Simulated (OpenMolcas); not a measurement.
# BPBE/ANO-RCC-VDZP (DKH4) run of AlCl (aluminium monochloride)

What is the energy change on altering one bond length of AlCl (aluminium monochloride) at BPBE/ANO-RCC-VDZP (DKH4)? 

The results are computed with OpenMolcas 26.06.

## (1) Starting point

The species is AlCl (2 atoms), meant as a singlet with charge 0. SMILES: `[Al][Cl]`. The bond length is the measured one.

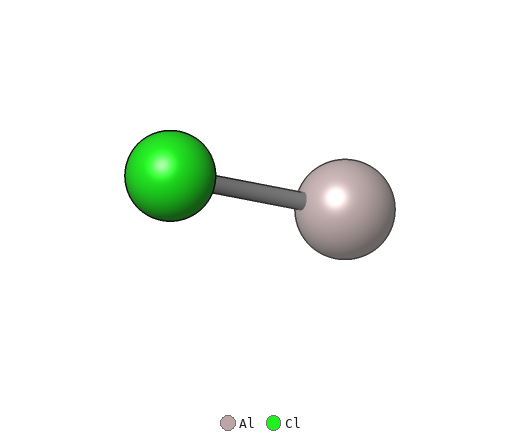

Viewed from a chosen angle; aluminium light grey, chlorine green.

## (2) Energy and gradient at BPBE/ANO-RCC-VDZP (DKH4)

The input, job.input:

```
&GATEWAY
 Coord
 2
 angstrom
 Al       0.000000       0.000000       0.000000
 Cl       0.000000       0.000000       2.130113
 Basis=ANO-RCC-VDZP
 Group=NoSym

&SEWARD
 Relativistic=R04O02
 Expert

&SCF
 KSDFT=BPBE
 PrOrbitals=0

&ALASKA
```

Run with:

```console
$ export MOLCAS_MEM=1860
$ pymolcas job.input > job.log
```

The log of the run:

```text
--- Start Module: gateway ---
[...]
--- Stop Module: gateway /rc=_RC_ALL_IS_WELL_ ---
[...]
 ###    WARNING:  EXPERT option is ON!                                       ###
 ###############################################################################
               SEWARD will generate:
[...]
      Basis functions           36
[...]
--- Start Module: scf ---
[...]
       Convergence after  10 Iterations
[...]
::    Total KS-DFT energy                            -704.4866182817
[...]
      Total spin, S                                     0.0000000000
[...]
      Total electronic charge=   30.000000
      Total            charge=   -0.000000
[...]
      Dipole Moment (debye):
      Origin of the operator (angstrom)=    0.0000    0.0000    1.2024
                   X=  2.2308E-12               Y= -1.3145E-12               Z= -1.3445E+00           Total=  1.3445E+00
      Quadrupole Moment (debye*angstrom):
[...]
--- Stop Module: scf /rc=_RC_ALL_IS_WELL_ ---
[...]
--- Start Module: alaska ---
[...]
 *              Molecular gradients               *
 **************************************************
  Irreducible representation: a
 ------------------------------------------------------------------------------------------
                              X                       Y                       Z
 ------------------------------------------------------------------------------------------
  AL1               1.17049261533254E-14   -5.52124160517603E-15    1.58125654451666E-02
  CL2              -1.17062255018665E-14    5.52124160517608E-15   -1.58125654451808E-02
 ------------------------------------------------------------------------------------------
--- Stop Module: alaska /rc=_RC_ALL_IS_WELL_ ---
[...]
```

Wall time 6.6 s (1 thread of Arm Neoverse V1, shared host); peak memory 0.38 GiB.

## (3) The distorted shape at the same level

The input, job.inp:

```
>>> EXPORT MOLCAS_PRINT=2

&GATEWAY
  Coord
  2
  angstrom
  Al       0.000000       0.000000      -1.065087
  Cl       0.000000       0.000000       2.130113
  Basis=ANO-RCC-VDZP
  Group=NoSym

&SEWARD
  Relativistic=R04O02
  Expert

&SCF
  KSDFT=BPBE
  PrOrbitals=0

&ALASKA
```

Run with:

```console
$ export MOLCAS_MEM=1860
$ pymolcas job.inp > job.log
```

The log of the run:

```text
--- Start Module: gateway ---
[...]
--- Stop Module: gateway /rc=_RC_ALL_IS_WELL_ ---
[...]
 ###    WARNING:  EXPERT option is ON!                                       ###
 ###############################################################################
               SEWARD will generate:
[...]
      Basis functions           36
[...]
--- Start Module: scf ---
[...]
       Convergence after  15 Iterations
[...]
::    Total KS-DFT energy                            -704.4235330324
[...]
      Total spin, S                                     0.0000000000
[...]
      Total electronic charge=   30.000000
      Total            charge=   -0.000000
[...]
      Dipole Moment (debye):
      Origin of the operator (angstrom)=    0.0000    0.0000    0.7385
                   X=  5.2486E-13               Y= -1.2739E-13               Z= -7.6823E+00           Total=  7.6823E+00
      Quadrupole Moment (debye*angstrom):
[...]
--- Stop Module: scf /rc=_RC_ALL_IS_WELL_ ---
[...]
--- Start Module: alaska ---
[...]
 *              Molecular gradients               *
 **************************************************
  Irreducible representation: a
 ------------------------------------------------------------------------------------------
                              X                       Y                       Z
 ------------------------------------------------------------------------------------------
  AL1               1.47821819035503E-16    2.56934957051773E-15   -3.67825833882831E-02
  CL2              -1.48092869578650E-16   -2.56972904127809E-15    3.67825833882778E-02
 ------------------------------------------------------------------------------------------
--- Stop Module: alaska /rc=_RC_ALL_IS_WELL_ ---
[...]
```

Wall time 6.3 s (1 thread of Arm Neoverse V1, shared host); peak memory 0.38 GiB.

## (4) What came out

Level: BPBE/ANO-RCC-VDZP (DKH4).

| quantity | value |
| --- | --- |
| first shape: total energy | -704.48662 Eh |
| first shape: dipole moment | 1.34 D |
| first shape: HOMO energy | -6.09 eV |
| first shape: LUMO energy | -2.34 eV |
| first shape: HOMO–LUMO gap | 3.74 eV |
| first shape: largest force on an atom | 0.813 eV/Å |
| distorted shape: total energy | -704.42353 Eh |
| distorted shape: dipole moment | 7.68 D |
| distorted shape: HOMO energy | -5.53 eV |
| distorted shape: LUMO energy | -3.72 eV |
| distorted shape: HOMO–LUMO gap | 1.81 eV |
| distorted shape: largest force on an atom | 1.891 eV/Å |
| energy change with the Al1–Cl2 bond stretched from 2.130 to 3.195 Å | 1.717 eV |

With the Al1–Cl2 bond stretched from 2.130 to 3.195 Å the energy rises by 1.72 eV (166 kJ/mol). The first shape isn't relaxed at this level, so the change isn't measured from a minimum. The largest force (first shape) is 0.81 eV/Å: the shape isn't a stationary point for this species at this level.
